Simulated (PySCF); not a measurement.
# Ge2H5O (SMILES [OH][GeH][GeH3]) at UBP86/aug-cc-pVDZ

Aim: the vertical ionisation energy of Ge2H5O at UBP86/aug-cc-pVDZ, from 2 runs. Input form: a Python script.

The results are computed with PySCF 2.14.0.

## 1. The system as given

The species is Ge2H5O (8 atoms), meant as a doublet with charge 0. SMILES: `[OH][GeH][GeH3]`. The shape is that of a PBE0-D4/def2-TZVP optimisation. This is one conformer, not always the lowest.

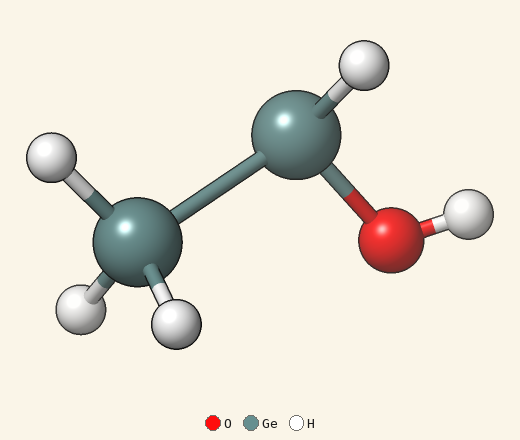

The structure, seen from a chosen angle (oxygen red, germanium teal, hydrogen white).

## 2. The energy at UBP86/aug-cc-pVDZ

Contents of job.py:

```python
from pyscf import gto, dft

mol = gto.Mole()
mol.atom = '''
O     -2.234979     0.502667    -3.219904
Ge    -0.074077     1.968150    -1.059380
Ge     0.451267    -1.086781     2.353087
H     -2.041660     1.114560    -4.917634
H      2.404865     2.515981    -2.565681
H      2.292049     0.028346     4.304607
H      1.497419    -3.620715     1.380823
H     -2.120651    -1.529922     3.618637
'''
mol.verbose = 4
mol.max_memory = 1860
mol.spin = 1
mol.basis = 'aug-cc-pvdz'
mol.unit = 'bohr'
mol.build()

ks = dft.UKS(mol, xc='bp86')
ks.grids.level = 4
ks.conv_tol = 1e-10
ks.kernel()
if not ks.converged:
    ks = ks.newton().run(ks.mo_coeff, ks.mo_occ)

e_tot = ks.e_tot
print('E = %.10f Eh' % e_tot)
```

Started as:

```bash
OMP_NUM_THREADS=1 python job.py
```

Standard output:

```text
PySCF version 2.14.0

[INPUT] num. atoms = 8
[INPUT] num. electrons = 77
[INPUT] charge = 0
[INPUT] spin (= nelec alpha-beta = 2S) = 1
[INPUT] symmetry False subgroup None
[INPUT] Mole.unit = bohr
[INPUT] Symbol           X                Y                Z      unit          X                Y                Z       unit  Magmom
[INPUT]  1 O     -1.182699953685   0.265999921082  -1.703899818150 AA   -2.234979000000   0.502667000000  -3.219904000000 Bohr   0.0
[INPUT]  2 Ge    -0.039199860253   1.041500127672  -0.560599753704 AA   -0.074077000000   1.968150000000  -1.059380000000 Bohr   0.0
[INPUT]  3 Ge     0.238800212440  -0.575099738461   1.245200015712 AA    0.451267000000  -1.086781000000   2.353087000000 Bohr   0.0
[INPUT]  4 H     -1.080399944447   0.589799752203  -2.602299844445 AA   -2.041660000000   1.114560000000  -4.917634000000 Bohr   0.0
[INPUT]  5 H      1.272599753339   1.331399808308  -1.357699915690 AA    2.404865000000   2.515981000000  -2.565681000000 Bohr   0.0
[INPUT]  6 H      1.212900097112   0.015000057221   2.277899926367 AA    2.292049000000   0.028346000000   4.304607000000 Bohr   0.0
[INPUT]  7 H      0.792400009999  -1.915999865236   0.730700063914 AA    1.497419000000  -3.620715000000   1.380823000000 Bohr   0.0
[INPUT]  8 H     -1.122200181515  -0.809599856885   1.914900234992 AA   -2.120651000000  -1.529922000000   3.618637000000 Bohr   0.0

nuclear repulsion = 423.96193925404
number of shells = 51
number of NR pGTOs = 262
number of NR cGTOs = 140
basis = aug-cc-pvdz
ecp = {}

******** <class 'pyscf.dft.uks.UKS'> ********
method = UKS
initial guess = minao
damping factor = 0
level_shift factor = 0
DIIS = <class 'pyscf.scf.diis.CDIIS'>
diis_start_cycle = 1
diis_space = 8
diis_damp = 0
SCF conv_tol = 1e-10
SCF conv_tol_grad = None
SCF max_cycles = 50
direct_scf = True
direct_scf_tol = 1e-13
number electrons alpha = 39  beta = 38
XC library pyscf.dft.libxc version 7.0.0
    S. Lehtola, C. Steigemann, M. J.T. Oliveira, and M. A.L. Marques.,  SoftwareX 7, 1–5 (2018)
XC functionals = bp86
    A. D. Becke.,  Phys. Rev. A 38, 3098 (1988)
    J. P. Perdew.,  Phys. Rev. B 33, 8822 (1986)
radial grids:
    Treutler-Ahlrichs [JCP 102, 346 (1995); DOI:10.1063/1.469408] (M4) radial grids

becke partition: Becke, JCP 88, 2547 (1988); DOI:10.1063/1.454033
pruning grids: <function nwchem_prune>
grids dens level: 4
symmetrized grids: False
atomic radii adjust function: <function treutler_atomic_radii_adjust>
small_rho_cutoff = 0
Set gradient conv threshold to 1e-05
tot grids = 167176
init E= -4231.58926791984
[... the frontier-level lines of each cycle are left out ...]

cycle= 1 E= -4232.56085217093  delta_E= -0.972  |g|= 0.608  |ddm|= 1.93
cycle= 2 E= -4230.62980433519  delta_E= 1.93  |g|= 1.94  |ddm|= 2.17
cycle= 3 E= -4232.69028391577  delta_E= -2.06  |g|= 0.147  |ddm|= 1.96
cycle= 4 E= -4232.70327630502  delta_E= -0.013  |g|= 0.0784  |ddm|= 0.429
cycle= 5 E= -4232.70693094874  delta_E= -0.00365  |g|= 0.0207  |ddm|= 0.119
cycle= 6 E= -4232.70719827993  delta_E= -0.000267  |g|= 0.00645  |ddm|= 0.0306
cycle= 7 E= -4232.70722057866  delta_E= -2.23e-05  |g|= 0.00132  |ddm|= 0.00811
cycle= 8 E= -4232.70722171766  delta_E= -1.14e-06  |g|= 0.000368  |ddm|= 0.00249
cycle= 9 E= -4232.70722182467  delta_E= -1.07e-07  |g|= 9.4e-05  |ddm|= 0.000803
cycle= 10 E= -4232.70722182893  delta_E= -4.26e-09  |g|= 3.2e-05  |ddm|= 0.000189
cycle= 11 E= -4232.70722182967  delta_E= -7.47e-10  |g|= 1.53e-05  |ddm|= 7.43e-05
cycle= 12 E= -4232.70722182985  delta_E= -1.78e-10  |g|= 3.98e-06  |ddm|= 2.92e-05
cycle= 13 E= -4232.70722182984  delta_E= 1e-11  |g|= 1.08e-06  |ddm|= 7.77e-06
Extra cycle  E= -4232.70722182986  delta_E= -2.18e-11  |g|= 1.76e-06  |ddm|= 4.09e-06
converged SCF energy = -4232.70722182986  <S^2> = 0.75153117  2S+1 = 2.0015306
E = -4232.7072218299 Eh
```

Wall time 61 s (1 thread of Arm Neoverse V1, shared host); peak memory 0.91 GiB.

## 3. The singlet cation, same level

Contents of job.py:

```python
from pyscf import gto, dft

molecule = gto.M(
    atom='''
O       -1.182700       0.266000      -1.703900
Ge      -0.039200       1.041500      -0.560600
Ge       0.238800      -0.575100       1.245200
H       -1.080400       0.589800      -2.602300
H        1.272600       1.331400      -1.357700
H        1.212900       0.015000       2.277900
H        0.792400      -1.916000       0.730700
H       -1.122200      -0.809600       1.914900
''',
    spin=0,
    charge=1,
    verbose=3,
    basis='aug-cc-pvdz',
    max_memory=1860,
)

calc0 = dft.RKS(molecule, xc='bp86')
calc0.conv_tol = 1e-10
calc0.grids.level = 4
calc0.kernel()
if not calc0.converged:
    calc0 = calc0.newton().run(calc0.mo_coeff, calc0.mo_occ)

energy = calc0.e_tot
print(f'total energy: {energy:.8f} hartree')
```

Started as:

```bash
OMP_NUM_THREADS=1 python job.py
```

Standard output:

```text
converged SCF energy = -4232.42122810226
total energy: -4232.42122810 hartree
```

It took 35 s on 1 thread of Arm Neoverse V1, shared host; peak memory 0.9 GiB.

## 4. What came out

Level: UBP86/aug-cc-pVDZ.

| quantity | value |
| --- | --- |
| doublet Ge2H5O: total energy | -4232.70722 Eh |
| doublet Ge2H5O: dipole moment | 1.01 D |
| doublet Ge2H5O: HOMO energy (highest over α and β) | -4.86 eV |
| doublet Ge2H5O: LUMO energy (lowest over α and β) | -3.81 eV |
| doublet Ge2H5O: ⟨S²⟩ | 0.752 |
| singlet cation: total energy | -4232.42123 Eh |
| singlet cation: HOMO energy | -13.19 eV |
| singlet cation: LUMO energy | -10.67 eV |
| singlet cation: HOMO–LUMO gap | 2.52 eV |
| vertical ionisation energy (to the singlet cation) | 7.782 eV |

What this shows: The vertical ionisation energy comes to 7.78 eV (751 kJ/mol). Only the singlet of the ionised species was computed; a triplet could lie lower. Mulliken charges (singlet cation) run from -0.62 on Ge3 to +0.70 on Ge2; in a basis this large or diffuse they mean little.
